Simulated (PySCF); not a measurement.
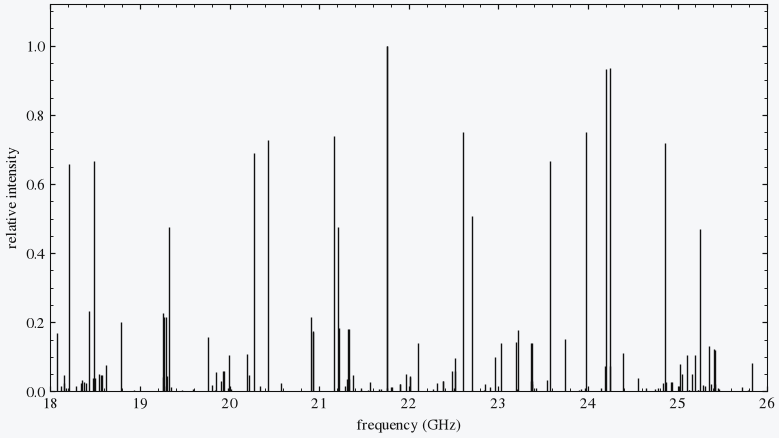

Simulated rotational absorption lines between 18 and 26 GHz at 2 K: rigid rotor with the equilibrium constants and dipole of one optimised conformer (PBE0-D3(BJ)/def2-SVP, PySCF), commonest isotopes; no centrifugal distortion, hyperfine structure, internal rotation or nuclear-spin weights; lines within 1 MHz of each other are summed.

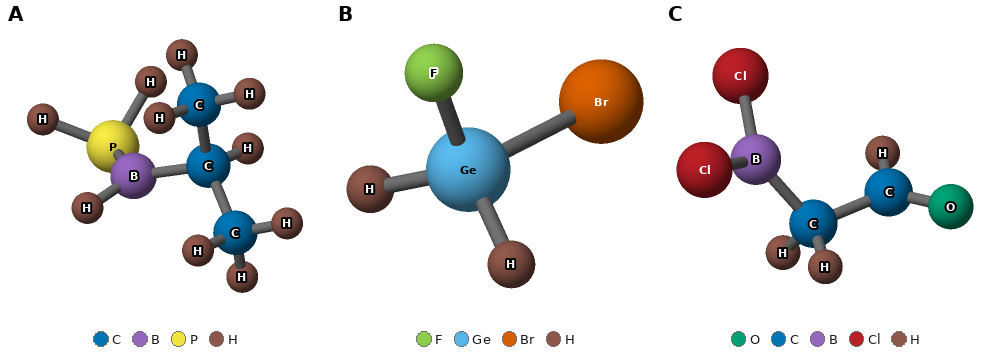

Which molecule gives this spectrum? Choose among the lettered structures.

Structure C, C₂H₃BCl₂O, SMILES O=CCB(Cl)Cl. Rotational constants A, B, C = 2.932, 1.425, 1.022 GHz, |μa|, |μb|, |μc| = 1.12, 0.53, 1.79 D.

Known limits of this run: coarse grid, loose stop and no frequency check, small forces are noise and the end may be a saddle.
